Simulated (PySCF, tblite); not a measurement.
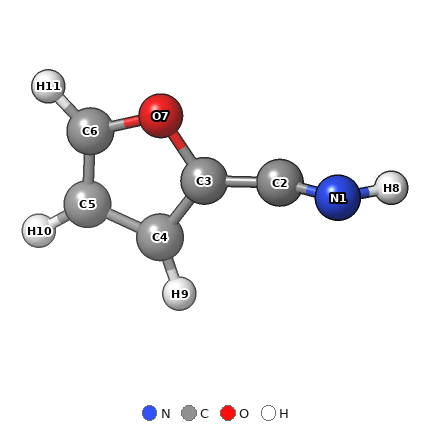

First-order isotropic EPR spectrum (fast tumbling, first derivative) of C₅H₄NO, SMILES [H]/N=[C]/c1ccco1, doublet at 9.30 GHz, Lorentzian lines of 0.07 mT full width at half height, from computed g and hyperfine couplings (B3LYP/pcH-1 with PySCF 2.14.0, at a GFN2-xTB geometry (a minimum by its frequencies), gas phase); values of one conformer, averaged over methyl-type rotors alone; other conformers aren't averaged in; no vibrational averaging; dilute isotopes left out. The SMILES is one Lewis form and needn't show where the spin sits.

Q: Give g and the hyperfine couplings.

A: g_iso = 2.0019, which centres the spectrum at 331.9 mT; it spans 8.1 mT.

```
nuclei  isotope  a (mT)  a (MHz)
    H8       ¹H    4.95    138.7
    H9       ¹H   −0.90    −25.1
   H11       ¹H   −0.82    −23.0
    N1      ¹⁴N    0.62     17.4
   H10       ¹H    0.21      6.0
```

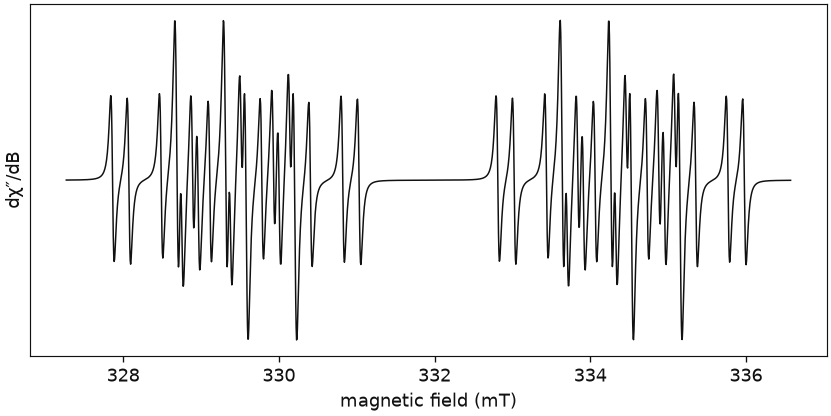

Caveats: the tight-binding geometry is rougher than a DFT one and adds to the error.
